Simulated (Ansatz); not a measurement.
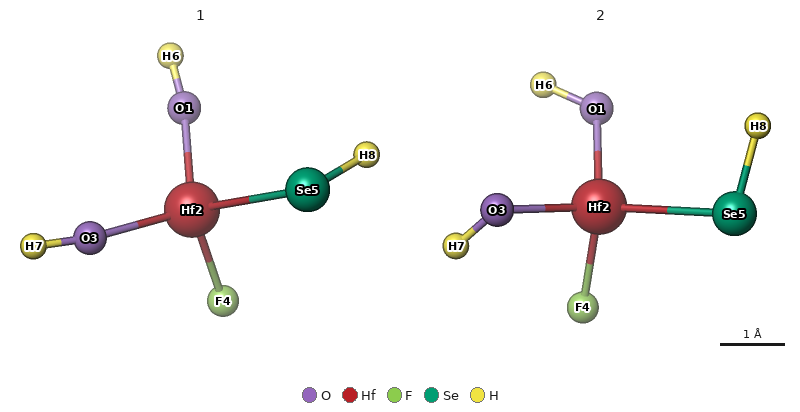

Two geometries of HfH3SeO2F, drawn at one scale. One is the start of a relaxation, the other its converged end. Style: ball-and-stick. Shown at a tilt.

Level of theory: RKS PBE0-D4/def2-TZVP (Ansatz 0.2.0). Settings: force threshold 0.005 eV/Å; at most 150 steps.

Which of the two is the end point?

Structure 1 is the relaxed one. The start comes from GFN2-xTB. The energy falls by 20.8 kcal/mol in 21 accepted moves (24 points after the start). Largest force component: 2.8 eV/Å at the start, 0.0022 eV/Å at the end. The line search rejected the trial steps at points 9, 14, 16 of the run. The atom that moves furthest after the best rigid fit is Se5 (0.80 Å). Largest moves by element: Se 0.80 Å, H 0.79 Å, F 0.69 Å, O 0.46 Å, Hf 0.13 Å. Some distances before and after: Hf2–Se5 2.449 → 2.603 Å, O1–Hf2 1.854 → 1.906 Å, Hf2–O3 1.852 → 1.903 Å, Hf2–F4 1.864 → 1.911 Å. Bond angles that change, for instance: Hf2–O3–H7 111.1° → 168.5°, Hf2–O1–H6 121.0° → 169.0°, O3–Hf2–Se5 119.3° → 105.2°. Groups turn about Hf2–Se5 by about 80°.
